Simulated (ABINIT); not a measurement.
## CdS (Hawleyite): G0W0 in ABINIT against the bands in the screening

Wanted: the cheapest bands in the screening that holds the gap of CdS (Hawleyite).

Calculated with ABINIT 10.8.3; PBE and many-body steps on it, plane waves.

**1. The starting structure**

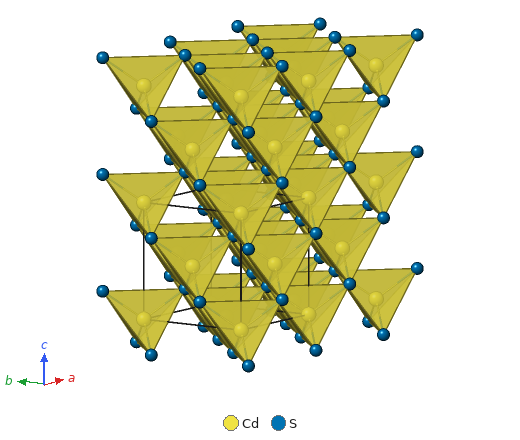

The cell as given, from a free direction (cadmium yellow, sulfur blue). 2×1×2 cells are drawn. This picture shows the conventional cell, with its axes. Some periodic images of atoms are drawn too.

The cell and positions come from the Crystallography Open Database and are kept as given unless a step says otherwise.

**2. Screening, 4×4×4 mesh, 21 bands, screening to 163.3 eV**

This step: ABINIT 10.8.3; RPA screening on PBE, plane waves, norm-conserving pseudopotentials.

The RPA dielectric matrix is built and inverted for each q.

File run.abi:

```
acell 3*1.0 Angstrom
rprim 
  -0.000000000000 2.916500000000 2.916500000000
  2.916500000000 -0.000000000000 2.916500000000
  2.916500000000 2.916500000000 -0.000000000000
ntypat 2
znucl 48 16
natom 2
typat 1 2
xred 
  0.000000000000 0.000000000000 0.000000000000
  0.250000000000 0.250000000000 0.250000000000
pp_dirpath "pseudos"
pseudos "Cd.upf, S.upf"
ecut 47
ngkpt 4 4 4
nshiftk 1
shiftk 0 0 0
kptopt 1
chksymbreak 0
istwfk *1
occopt 1
irdwfk 1
optdriver 3
nband 21
ecuteps 6
inclvkb 2
awtr 1
symchi 1
indata_prefix "in"
outdata_prefix "out"
tmpdata_prefix "tmp"
```

Launch:

```console
$ OMP_NUM_THREADS=1 mpirun -n 8 abinit run.abi > log
```

What it wrote:

```text
.Version 10.8.3 of ABINIT. v10.8.2 released Aug 2026.

 Symmetries : space group F-4 3 m (#216); Bravais cF (face-center cubic)
[... echo of the input left out ...]
== DATASET  1 ==================================================================
-   mpi_nproc: 8, omp_nthreads: 1 (-1 if OMP is not activated)

--- !DatasetInfo
iteration_state: {dtset: 1, }
dimensions: {natom: 2, nkpt: 8, mband: 21, nsppol: 1, nspinor: 1, nspden: 1, mpw: 5180, }
cutoff_energies: {ecut:  47.0, pawecutdg:  -1.0, }
electrons: {nelect:   2.60000000E+01, charge:   0.00000000E+00, occopt:   1.00000000E+00, tsmear:   1.00000000E-02, }

 SCREENING: Calculation of the susceptibility and dielectric matrices

 Based on a program developped by R.W. Godby, V. Olevano, G. Onida, and L. Reining.
 Incorporated in ABINIT by V. Olevano, G.-M. Rignanese, and M. Torrent.
.Using double precision arithmetic ; gwpc =  8

[... cell and pseudopotentials left out ...]
--------------------------------------------------------------------------------

 ==== K-mesh for the wavefunctions ====
 Number of points in the irreducible wedge :     8
[... list of points left out ...]
 Together with 24 symmetry operations and time-reversal symmetry
 yields    64 points in the full Brillouin Zone.

 ==== Q-mesh for the screening function ====
 Number of points in the irreducible wedge :     8
[... list of points left out ...]
 Together with 24 symmetry operations and time-reversal symmetry
 yields    64 points in the full Brillouin Zone.

 setmesh: FFT mesh size selected  =    36x   36x   36
          total number of points  =        46656

 vcoul_init : cutoff-mode = AUXILIARY_FUNCTION
 q-points for optical limit:   1
     1)      0.000010    0.000020    0.000030

- screening: taking advantage of time-reversal symmetry
- Maximum band index for partially occupied states nbvw = 13
- Remaining bands to be divided among processors   nbcw = 8
- Number of bands treated by each node ~1

 Number of electrons calculated from density =   26.0000; Expected =   26.0000
 average of density, n =  0.077653
 r_s =    1.4541
 omega_plasma =   26.8804 [eV]

 calculating chi0 at frequencies [eV] :
  1    0.000000E+00    0.000000E+00
  2    0.000000E+00    2.688042E+01

--------------------------------------------------------------------------------
  q-point number  1        q = ( 0.000000, 0.000000, 0.000000) [r.l.u.]
--------------------------------------------------------------------------------
[... chi0 elements left out ...]
 For q-point:  0.000010 0.000020 0.000030
  dielectric constant =  10.8249
  dielectric constant without local fields =  11.5648

  Average fulfillment of the sum rule on Im[epsilon] for q-point    1 :      9.87  [%]
[... wings left out ...]
  q-point number  2        q = ( 0.250000, 0.000000, 0.000000) [r.l.u.]
--------------------------------------------------------------------------------
[... chi0 elements left out ...]
  Average fulfillment of the sum rule on Im[epsilon] for q-point    2 :     26.81  [%]

 [... 6 further q-points ...]
```

The job ended after 5.5 s (8 MPI ranks of AMD EPYC 7R43, shared host; peak memory 1 GiB; 42 s of CPU time).

This step gave:

| Item | Value |
| --- | --- |
| ε∞ with local fields, on this mesh, along the program's q direction | 10.82 |
| the same without local fields | 11.56 |
| plasma frequency | 26.88 eV |
| plane waves in the screening matrix | 259 |

Local fields lower ε∞ by 6 %. On a Γ-centred mesh this coarse the value itself is usually too large, while a short band sum pulls it down.

**3. 21 bands**

This step: G0W0 on PBE, plane waves, norm-conserving pseudopotentials.

Changes to run.abi since step 2:

```diff
@@ -23,8 +23,15 @@
 irdwfk 1
-optdriver 3
-nband 21
+optdriver 4
+nband 93
+gwcalctyp 0
+ecutsigx 47
+symsigma 1
+nkptgw 1
+kptgw 
+  0.0000000000 0.0000000000 0.0000000000
+bdgw 
+  11 17
 ecuteps 6
-inclvkb 2
-awtr 1
-symchi 1
+irdscr 1
+ppmodel 1
 indata_prefix "in"
```

What it wrote:

```text
.Version 10.8.3 of ABINIT. v10.8.2 released Aug 2026.

 Symmetries : space group F-4 3 m (#216); Bravais cF (face-center cubic)
[... echo of the input left out ...]
== DATASET  1 ==================================================================
-   mpi_nproc: 8, omp_nthreads: 1 (-1 if OMP is not activated)

--- !DatasetInfo
iteration_state: {dtset: 1, }
dimensions: {natom: 2, nkpt: 8, mband: 93, nsppol: 1, nspinor: 1, nspden: 1, mpw: 5180, }
cutoff_energies: {ecut:  47.0, pawecutdg:  -1.0, }
electrons: {nelect:   2.60000000E+01, charge:   0.00000000E+00, occopt:   1.00000000E+00, tsmear:   1.00000000E-02, }

 SIGMA: Calculation of the GW corrections

 Based on a program developped by R.W. Godby, V. Olevano, G. Onida, and L. Reining.
 Incorporated in ABINIT by V. Olevano, G.-M. Rignanese, and M. Torrent.
.Using double precision arithmetic ; gwpc =  8

[... cell and pseudopotentials left out ...]
--------------------------------------------------------------------------------

 ==== K-mesh for the wavefunctions ====
 Number of points in the irreducible wedge :     8
[... list of points left out ...]
 Together with 24 symmetry operations and time-reversal symmetry
 yields    64 points in the full Brillouin Zone.

 ==== Q-mesh for screening function ====
 Number of points in the irreducible wedge :     8
[... list of points left out ...]
 Together with 24 symmetry operations and time-reversal symmetry
 yields    64 points in the full Brillouin Zone.

 vcoul_init : cutoff-mode = AUXILIARY_FUNCTION
 q-points for optical limit:   1
     1)      0.000010    0.000020    0.000030
 setmesh: FFT mesh size selected  =    50x   50x   50
          total number of points  =       125000

 Number of electrons calculated from density =   26.0000; Expected =   26.0000
 average of density, n =  0.077653
 r_s =    1.4541
 omega_plasma =   26.8804 [eV]

 === KS Band Gaps ===
  >>>> For spin  1
   Minimum direct gap =   1.1447 [eV], located at k-point      :   0.0000  0.0000  0.0000
   Fundamental gap    =   1.1447 [eV], Top of valence bands at :   0.0000  0.0000  0.0000
                                       Bottom of conduction at :   0.0000  0.0000  0.0000
 SIGMA fundamental parameters:
 PLASMON POLE MODEL  1
 number of plane-waves for SigmaX                 5065
 number of plane-waves for SigmaC and W            259
 number of plane-waves for wavefunctions          5065
 number of bands                                    93
 number of independent spin polarizations            1
 number of spinorial components                      1
 number of k-points in IBZ                           8
 number of q-points in IBZ                           8
 number of symmetry operations                      24
 number of k-points in BZ                           64
 number of q-points in BZ                           64
 number of frequencies for dSigma/dE                 9
 frequency step for dSigma/dE [eV]                0.25
 number of omega for Sigma on real axis              0
 max omega for Sigma on real axis  [eV]           0.00
 zcut for avoiding poles [eV]                     0.10

 EPSILON^-1 parameters (SCR file):
 dimension of the eps^-1 matrix on file            259
 dimension of the eps^-1 matrix used               259
 number of plane-waves for wavefunctions          5065
 number of bands                                    21
 number of q-points in IBZ                           8
 number of frequencies                               2
 number of real frequencies                          1
 number of imag frequencies                          1

 matrix elements of self-energy operator (all in [eV])

 Perturbative Calculation

--- !SelfEnergy_ee
iteration_state: {dtset: 1, }
kpoint     : [   0.000,    0.000,    0.000, ]
spin       : 1
KS_gap     :    1.145
QP_gap     :    2.319
Delta_QP_KS:    1.174
data: !SigmaeeData |
     Band     E0 <VxcDFT>   SigX SigC(E0)      Z dSigC/dE  Sig(E)    E-E0       E
       11   4.366 -15.389 -18.420   2.539   0.769  -0.300 -15.767  -0.378   3.988
       12   4.366 -15.389 -18.420   2.539   0.769  -0.300 -15.767  -0.378   3.988
       13   4.366 -15.389 -18.420   2.539   0.769  -0.300 -15.767  -0.378   3.988
       14   5.511 -10.636  -6.668  -2.981   0.807  -0.239  -9.840   0.796   6.307
       15  10.897 -10.642  -5.801  -3.510   0.802  -0.248  -9.575   1.067  11.964
       16  10.897 -10.642  -5.801  -3.510   0.802  -0.248  -9.575   1.067  11.964
       17  10.897 -10.642  -5.801  -3.510   0.802  -0.248  -9.575   1.067  11.964

== END DATASET(S) ==============================================================
================================================================================

 -outvars: echo values of variables after computation  --------
           etotal      0.0000000000E+00
            nband          93
             nkpt           8
          spgroup         216
 [... the other variables as echoed above ...]

 Calculation completed.
```

Wall time 6.1 s (8 MPI ranks); peak memory 1.3 GiB; 46 s of CPU time.

Numbers from this step:

```yaml
g0w0_gap_on_the_points_computed: 2.319 eV
starting_gap_on_the_mesh: 1.145 eV
k_of_the_valence_top: 0, 0, 0
k_of_the_conduction_bottom: 0, 0, 0
z_at_the_valence_top: 0.769
z_at_the_conduction_bottom: 0.807
least_direct_g0w0_gap_on_the_computed_points: 2.319 eV
```

**4. Screening, 4×4×4 mesh, 31 bands, screening to 163.3 eV**

This step: RPA screening on PBE, plane waves, norm-conserving pseudopotentials.

Changes to run.abi since step 3:

```diff
@@ -23,15 +23,8 @@
 irdwfk 1
-optdriver 4
-nband 93
-gwcalctyp 0
-ecutsigx 47
-symsigma 1
-nkptgw 1
-kptgw 
-  0.0000000000 0.0000000000 0.0000000000
-bdgw 
-  11 17
+optdriver 3
+nband 31
 ecuteps 6
-irdscr 1
-ppmodel 1
+inclvkb 2
+awtr 1
+symchi 1
 indata_prefix "in"
```

What it wrote:

```text
.Version 10.8.3 of ABINIT. v10.8.2 released Aug 2026.

 Symmetries : space group F-4 3 m (#216); Bravais cF (face-center cubic)
[... echo of the input left out ...]
== DATASET  1 ==================================================================
-   mpi_nproc: 8, omp_nthreads: 1 (-1 if OMP is not activated)

--- !DatasetInfo
iteration_state: {dtset: 1, }
dimensions: {natom: 2, nkpt: 8, mband: 31, nsppol: 1, nspinor: 1, nspden: 1, mpw: 5180, }
cutoff_energies: {ecut:  47.0, pawecutdg:  -1.0, }
electrons: {nelect:   2.60000000E+01, charge:   0.00000000E+00, occopt:   1.00000000E+00, tsmear:   1.00000000E-02, }

 SCREENING: Calculation of the susceptibility and dielectric matrices

 Based on a program developped by R.W. Godby, V. Olevano, G. Onida, and L. Reining.
 Incorporated in ABINIT by V. Olevano, G.-M. Rignanese, and M. Torrent.
.Using double precision arithmetic ; gwpc =  8

[... cell and pseudopotentials left out ...]
--------------------------------------------------------------------------------

 ==== K-mesh for the wavefunctions ====
 Number of points in the irreducible wedge :     8
[... list of points left out ...]
 Together with 24 symmetry operations and time-reversal symmetry
 yields    64 points in the full Brillouin Zone.

 ==== Q-mesh for the screening function ====
 Number of points in the irreducible wedge :     8
[... list of points left out ...]
 Together with 24 symmetry operations and time-reversal symmetry
 yields    64 points in the full Brillouin Zone.

 setmesh: FFT mesh size selected  =    36x   36x   36
          total number of points  =        46656

 vcoul_init : cutoff-mode = AUXILIARY_FUNCTION
 q-points for optical limit:   1
     1)      0.000010    0.000020    0.000030

- screening: taking advantage of time-reversal symmetry
- Maximum band index for partially occupied states nbvw = 13
- Remaining bands to be divided among processors   nbcw = 18
- Number of bands treated by each node ~2

 Number of electrons calculated from density =   26.0000; Expected =   26.0000
 average of density, n =  0.077653
 r_s =    1.4541
 omega_plasma =   26.8804 [eV]

 calculating chi0 at frequencies [eV] :
  1    0.000000E+00    0.000000E+00
  2    0.000000E+00    2.688042E+01

--------------------------------------------------------------------------------
  q-point number  1        q = ( 0.000000, 0.000000, 0.000000) [r.l.u.]
--------------------------------------------------------------------------------
[... chi0 elements left out ...]
 For q-point:  0.000010 0.000020 0.000030
  dielectric constant =  10.9212
  dielectric constant without local fields =  11.6573

  Average fulfillment of the sum rule on Im[epsilon] for q-point    1 :     20.95  [%]
[... wings left out ...]
  q-point number  2        q = ( 0.250000, 0.000000, 0.000000) [r.l.u.]
--------------------------------------------------------------------------------
[... chi0 elements left out ...]
  Average fulfillment of the sum rule on Im[epsilon] for q-point    2 :     35.69  [%]

 [... 6 further q-points ...]
```

Elapsed: 9.2 s, on 8 MPI ranks; peak memory 1.6 GiB; 71 s of CPU time.

This step gave:

- ε∞ with local fields, on this mesh, along the program's q direction: 10.92
- the same without local fields: 11.66
- plasma frequency: 26.88 eV
- plane waves in the screening matrix: 259

**5. 31 bands**

The self-energy is evaluated for the states that the input lists, and the levels follow from it, in one-shot runs by the linearised quasiparticle equation.

This step: G0W0 on PBE, plane waves, norm-conserving pseudopotentials.

Changes to run.abi since step 4:

```diff
@@ -23,8 +23,15 @@
 irdwfk 1
-optdriver 3
-nband 31
+optdriver 4
+nband 93
+gwcalctyp 0
+ecutsigx 47
+symsigma 1
+nkptgw 1
+kptgw 
+  0.0000000000 0.0000000000 0.0000000000
+bdgw 
+  11 17
 ecuteps 6
-inclvkb 2
-awtr 1
-symchi 1
+irdscr 1
+ppmodel 1
 indata_prefix "in"
```

What it wrote:

```text
.Version 10.8.3 of ABINIT. v10.8.2 released Aug 2026.

 Symmetries : space group F-4 3 m (#216); Bravais cF (face-center cubic)
[... echo of the input left out ...]
== DATASET  1 ==================================================================
-   mpi_nproc: 8, omp_nthreads: 1 (-1 if OMP is not activated)

--- !DatasetInfo
iteration_state: {dtset: 1, }
dimensions: {natom: 2, nkpt: 8, mband: 93, nsppol: 1, nspinor: 1, nspden: 1, mpw: 5180, }
cutoff_energies: {ecut:  47.0, pawecutdg:  -1.0, }
electrons: {nelect:   2.60000000E+01, charge:   0.00000000E+00, occopt:   1.00000000E+00, tsmear:   1.00000000E-02, }

 SIGMA: Calculation of the GW corrections

 Based on a program developped by R.W. Godby, V. Olevano, G. Onida, and L. Reining.
 Incorporated in ABINIT by V. Olevano, G.-M. Rignanese, and M. Torrent.
.Using double precision arithmetic ; gwpc =  8

[... cell and pseudopotentials left out ...]
--------------------------------------------------------------------------------

 ==== K-mesh for the wavefunctions ====
 Number of points in the irreducible wedge :     8
[... list of points left out ...]
 Together with 24 symmetry operations and time-reversal symmetry
 yields    64 points in the full Brillouin Zone.

 ==== Q-mesh for screening function ====
 Number of points in the irreducible wedge :     8
[... list of points left out ...]
 Together with 24 symmetry operations and time-reversal symmetry
 yields    64 points in the full Brillouin Zone.

 vcoul_init : cutoff-mode = AUXILIARY_FUNCTION
 q-points for optical limit:   1
     1)      0.000010    0.000020    0.000030
 setmesh: FFT mesh size selected  =    50x   50x   50
          total number of points  =       125000

 Number of electrons calculated from density =   26.0000; Expected =   26.0000
[...]
number of q-points in BZ                           64
 number of frequencies for dSigma/dE                 9
 frequency step for dSigma/dE [eV]                0.25
 number of omega for Sigma on real axis              0
 max omega for Sigma on real axis  [eV]           0.00
 zcut for avoiding poles [eV]                     0.10

 EPSILON^-1 parameters (SCR file):
 dimension of the eps^-1 matrix on file            259
 dimension of the eps^-1 matrix used               259
 number of plane-waves for wavefunctions          5065
 number of bands                                    31
 number of q-points in IBZ                           8
 number of frequencies                               2
 number of real frequencies                          1
 number of imag frequencies                          1

 matrix elements of self-energy operator (all in [eV])

 Perturbative Calculation

--- !SelfEnergy_ee
iteration_state: {dtset: 1, }
kpoint     : [   0.000,    0.000,    0.000, ]
spin       : 1
KS_gap     :    1.145
QP_gap     :    2.192
Delta_QP_KS:    1.047
data: !SigmaeeData |
     Band     E0 <VxcDFT>   SigX SigC(E0)      Z dSigC/dE  Sig(E)    E-E0       E
       11   4.366 -15.389 -18.420   2.413   0.774  -0.292 -15.867  -0.478   3.888
       12   4.366 -15.389 -18.420   2.413   0.774  -0.292 -15.867  -0.478   3.888
       13   4.366 -15.389 -18.420   2.413   0.774  -0.292 -15.867  -0.478   3.888
       14   5.511 -10.636  -6.668  -3.264   0.809  -0.237 -10.067   0.569   6.080
       15  10.897 -10.642  -5.801  -3.799   0.808  -0.238  -9.801   0.841  11.739
       16  10.897 -10.642  -5.801  -3.799   0.808  -0.238  -9.801   0.841  11.739
       17  10.897 -10.642  -5.801  -3.799   0.808  -0.238  -9.801   0.841  11.739

== END DATASET(S) ==============================================================
================================================================================

 -outvars: echo values of variables after computation  --------
           etotal      0.0000000000E+00
            nband          93
             nkpt           8
          spgroup         216
 [... the other variables as echoed above ...]

 Calculation completed.
```

Elapsed: 6.3 s, on 8 MPI ranks; peak memory 1.7 GiB; 48 s of CPU time.

This step gave:

| Item | Value |
| --- | --- |
| G0W0 gap on the points computed | 2.192 eV |
| starting gap on the mesh | 1.145 eV |
| k of the valence top | 0, 0, 0 |
| k of the conduction bottom | 0, 0, 0 |
| Z at the valence top | 0.774 |
| Z at the conduction bottom | 0.809 |
| least direct G0W0 gap on the computed points | 2.192 eV |

The gap on the mesh goes from 1.14 eV to 2.19 eV, a correction of +1.05 eV.

**6. Screening, 4×4×4 mesh, 93 bands, screening to 163.3 eV**

This step: RPA screening on PBE, plane waves, norm-conserving pseudopotentials.

Changes to run.abi since step 5:

```diff
@@ -23,15 +23,8 @@
 irdwfk 1
-optdriver 4
+optdriver 3
 nband 93
-gwcalctyp 0
-ecutsigx 47
-symsigma 1
-nkptgw 1
-kptgw 
-  0.0000000000 0.0000000000 0.0000000000
-bdgw 
-  11 17
 ecuteps 6
-irdscr 1
-ppmodel 1
+inclvkb 2
+awtr 1
+symchi 1
 indata_prefix "in"
```

What it wrote:

```text
.Version 10.8.3 of ABINIT. v10.8.2 released Aug 2026.

 Symmetries : space group F-4 3 m (#216); Bravais cF (face-center cubic)
[... echo of the input left out ...]
== DATASET  1 ==================================================================
-   mpi_nproc: 8, omp_nthreads: 1 (-1 if OMP is not activated)

--- !DatasetInfo
iteration_state: {dtset: 1, }
dimensions: {natom: 2, nkpt: 8, mband: 93, nsppol: 1, nspinor: 1, nspden: 1, mpw: 5180, }
cutoff_energies: {ecut:  47.0, pawecutdg:  -1.0, }
[...]
--------------------------------------------------------------------------------
[... chi0 elements left out ...]
 For q-point:  0.000010 0.000020 0.000030
  dielectric constant =  11.0649
  dielectric constant without local fields =  11.7725

  Average fulfillment of the sum rule on Im[epsilon] for q-point    1 :     58.79  [%]
[... wings left out ...]
  q-point number  2        q = ( 0.250000, 0.000000, 0.000000) [r.l.u.]
--------------------------------------------------------------------------------
[... chi0 elements left out ...]
  Average fulfillment of the sum rule on Im[epsilon] for q-point    2 :     72.29  [%]

 [... 6 further q-points ...]
```

Elapsed: 25 s, on 8 MPI ranks; peak memory 2 GiB.

This step gave:

- ε∞ with local fields, on this mesh, along the program's q direction: 11.06
- the same without local fields: 11.77
- plasma frequency: 26.88 eV
- plane waves in the screening matrix: 259

[end of part 1 of 2]

[Paths, hosts, dates, memory and timing lines, banners, echoed tables and standing remarks are left out of the program output.]

[Logs are printed without paths, hosts, clocks, repeated set-up lines and the standing remarks that a program may print on its own settings, such as how far it seeks lower states.]

[Runs of the session that timed out or met a known fault of the program may be left out.]

[Hosts, paths, dates, database ids (printed as entryN), source tags and the programs' standing remarks are cut or masked in the printed files.]

[G0W0 gaps are taken among the corrected bands and points alone; a level outside them can change the order at an edge.]

[Where Ansatz stands beside ABINIT at settings called matched, ABINIT's density can come from a denser mesh and the files from another edition; pairs whose starting gaps differed by over 0.03 eV were left out, so agreement reads better than it is.]
